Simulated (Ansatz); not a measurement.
Consider Te2Mo (1H sheet).

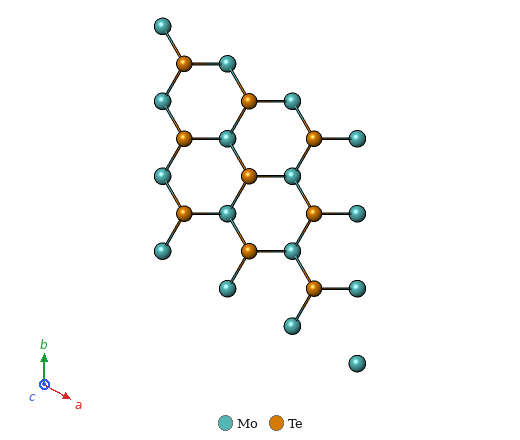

The structure (molybdenum teal, tellurium orange). Bonds to atoms that aren't drawn are left out. 3×3×1 cells are drawn. Some periodic images of atoms are drawn too.

The cell holds 3 atoms: 1 Mo and 2 Te. Cell: a = 3.467 Å, b = 3.467 Å, c = 31.232 Å, α = 90.0°, β = 90.0°, γ = 120.0°. Vacuum lies along c.

```
Mo Te
1.0
    -3.00215    1.73329    0.00000
     0.00000   -3.46658    0.00000
     0.00000    0.00000   31.23162
Mo Te
1 2
Direct
  0.00000 0.00000 0.30969
  0.33333 0.66667 0.36716
  0.33333 0.66667 0.25222
```

The structure was relaxed with LDA. The structure was generated from a model, not taken from a measurement. The runs that relaxed it are not among those shown. The program's search for lower electronic states was switched off, so nothing shows that the state found is the lowest. Spin-orbit coupling is left out unless a run names it. PAW set soft_2, made with PBE.

A constrained-RPA run (Ansatz 0.2.0; non-magnetic LDA; Mo d + anion p, bands v7 to c4, 6×6×1 mesh, medium accuracy) builds 11 functions on bands 10 eV wide, with 14.0 electrons in the window. The bare on-site interaction is 12.9 eV and the bare J 0.48 eV.

Estimate U, U′ and J.

On the Mo d shell, U = 5.76 eV (45 % of the bare value), U′ = 5.06 eV, J = 0.36 eV.

The parent state is non-magnetic and the interaction static (zero frequency); U depends on the window and the orbitals, so it belongs to this model alone. A window that holds the anion p bands defines a model with explicit ligands; its U belongs to that model and is not the U of DFT+U.

[Paths, hosts, dates, memory and timing lines, banners, echoed tables and standing remarks are left out of the program output.]

[Logs are printed without paths, hosts, clocks, repeated set-up lines and the standing remarks that a program may print on its own settings, such as how far it seeks lower states.]

[Runs of the session that timed out or met a known fault of the program may be left out.]

[Hosts, paths, dates, database ids (printed as entryN), source tags and the programs' standing remarks are cut or masked in the printed files.]
